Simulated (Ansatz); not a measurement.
C$_{2}$H$_{4}$N (SMILES C=C[NH-]) (charge −1)

The calculation's input:

```
crystal:
  periodic: [false, false, false]
  atoms:
    - symbol: C
      position_ang: [0.531045, 0.389457, 0.443810]
    - symbol: C
      position_ang: [0.360138, 1.552080, -0.297103]
    - symbol: N
      position_ang: [-0.068796, -0.796150, 0.286759]
    - symbol: H
      position_ang: [1.278025, 0.504210, 1.271157]
    - symbol: H
      position_ang: [-0.339640, 1.591559, -1.140421]
    - symbol: H
      position_ang: [0.283567, -1.437397, 0.999716]
    - symbol: H
      position_ang: [0.927070, 2.454090, -0.047178]
basis:
  gaussian:
    orbitals: def2-TZVPD
total_charge: -1
hamiltonian:
  xc: pbe0
output:
  forces: true
  orbitals: {seedname: orbitals}
```

Launched as:

```sh
ansatz run input.yaml --threads 1 --pin off --max-ram 2610MiB --events-out events.jsonl --progress --plain --runs-dir runs
```

Geometry: r2SCAN-D4/def2-SVPD; the highest occupied orbital lies above zero, a sign that basis and functional describe the outermost electron poorly.

Theory: Ansatz 0.2.0, isolated molecule in a Gaussian basis; Kohn-Sham density functional theory, functional PBE0.

What can the converged electron density and electron localisation function tell about the bonding?

C–N (1.34 Å): ρ is about 2.5 e/Å³ halfway; the ELF peaks at about 0.90 between the atoms (a covalent bond).
C–C (1.39 Å): ρ at the midpoint is about 2.1 e/Å³; the ELF peaks at about 0.95 between the atoms; a covalent bond.
N–H (1.02 Å): the density is about 2.7 e/Å³ at the midpoint; the ELF climbs to about 1 towards the hydrogen, as it does in any bond to H (an ordinary covalent bond to hydrogen).
C–H (1.09 Å): the density is about 1.9 e/Å³ at the midpoint; the ELF climbs to about 1 towards the hydrogen; an ordinary covalent bond to hydrogen.

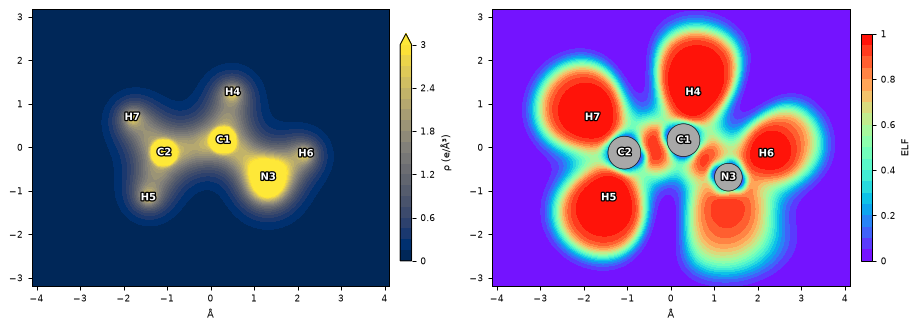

Computed electron density and electron localisation function on the molecular plane, in this order. Grey discs cover the atomic cores in the ELF map. 
